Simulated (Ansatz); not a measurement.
**H9InSi3 (SMILES [SiH3][In]([SiH3])[SiH3]): density, localisation and related maps**

```xyz
13

Si   -0.5946    2.3256   -0.9477
In    0.0415   -0.0177   -0.0641
Si    2.1223   -0.3028    1.4414
Si   -1.4864   -2.0442   -0.5491
H    -1.3736    2.2679   -2.2159
H    -1.4476    3.0039    0.0716
H     0.5965    3.1895   -1.1795
H     2.7150   -1.6659    1.3450
H     3.1920    0.6860    1.1304
H     1.7159   -0.0907    2.8614
H    -0.7364   -3.3308   -0.5750
H    -2.5062   -2.1424    0.5358
H    -2.2181   -1.9131   -1.8398
```

Geometry: PBE0-D4/def2-TZVP; core potentials replace the inner electrons of In.

Method: RKS PBE0-D4/def2-TZVPP in Ansatz.

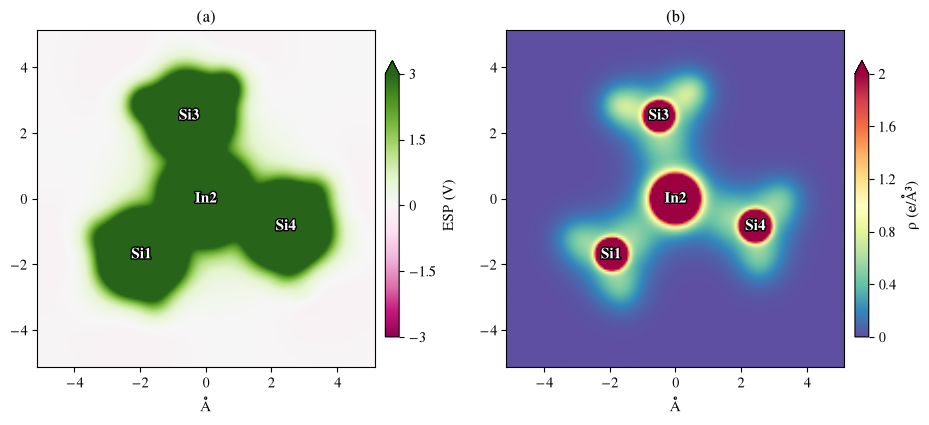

Figure 1. (a) molecular electrostatic potential; (b) electron density on the plane of atoms Si1, In2 and Si4.

Q: Interpret the plot.

A:
- The plane passes through Si and In nuclei.
- In–Si (2.58 Å): ρ is about 0.46 e/Å³ halfway.
- The potential has no marked negative region in this plane.

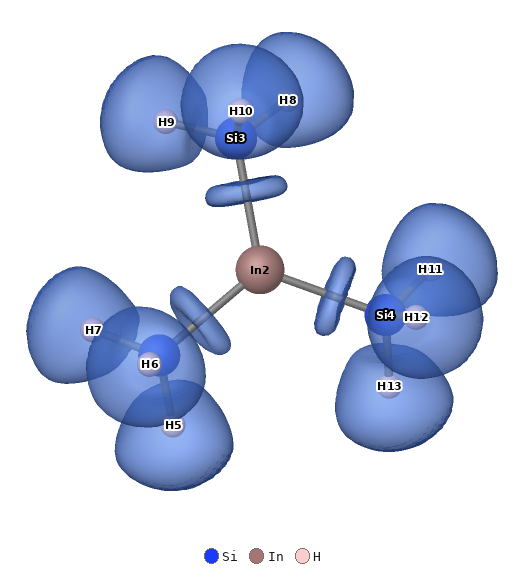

Figure 2. Isosurface of the ELF at 0.8 (blue), seen across its widest extent. Core shells and regions of very low density are left out.

Q: Where are the electrons localised?

A: The ELF exceeds this value in three regions between bonded In–Si atoms (shared pairs) and nine regions around hydrogen nuclei.


In–Si (2.58 Å): the ELF peaks at about 0.95 between the atoms (localised, covalent bonding). Si–H (1.49 Å): the ELF climbs to about 1 towards the hydrogen, as it does in any bond to H.

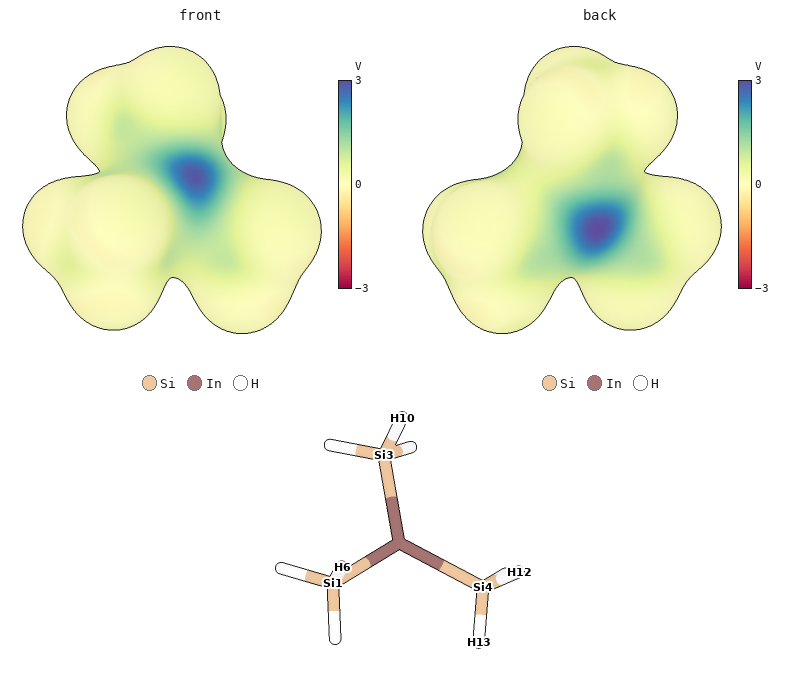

Figure 3. The electrostatic potential painted on the density surface at 0.002 e/bohr³, seen from the front and from behind; red is negative and blue positive. The bare structure is drawn below in the same view.

Q: Describe the electrostatic potential map.

A: The most negative region (about −0.1 V) lies over the H atoms, the most positive (about +2.8 V) over In2.

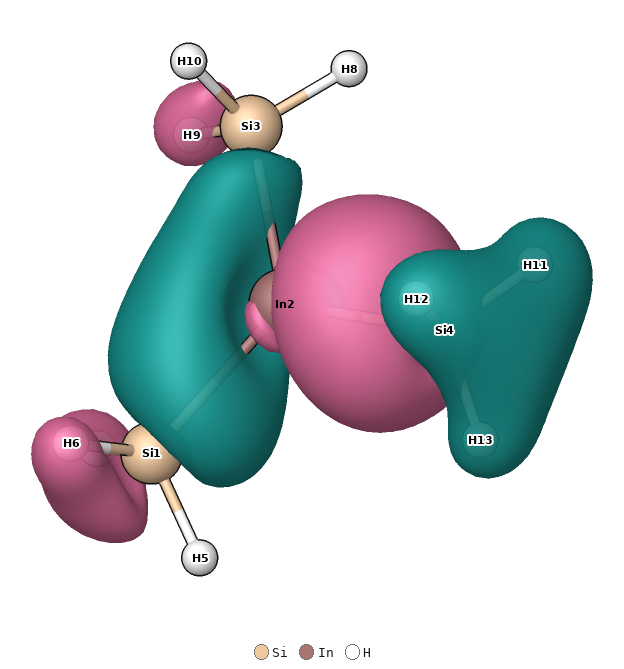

Figure 4. The HOMO at ±0.08 Å⁻³ᐟ² (teal and pink are the two phases), seen at a tilt.

Q: Where does this orbital lie, and at what energy?

A: Its weight (Hirshfeld) is mainly on Si4 (about 35 %), In2 (about 30 %) and Si1 (about 15 %). It is one of a degenerate set, so its orientation is arbitrary. Its energy is −7.05 eV.
